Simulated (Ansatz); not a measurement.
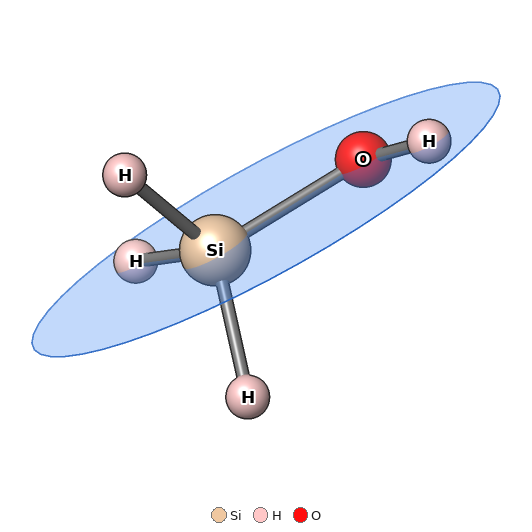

All proper rotation axes (lines) and mirror planes (discs) of the structure are drawn in. Distant atoms are faded towards the background colour. The computed structure is the end point of a PBE0-D4/def2-TZVP optimisation.

Question: Name the symmetry elements and the point group.

Answer: It has 1 mirror plane. Point group Cs. The group has 2 operations. The geometry is achiral, and symmetry allows a dipole moment.
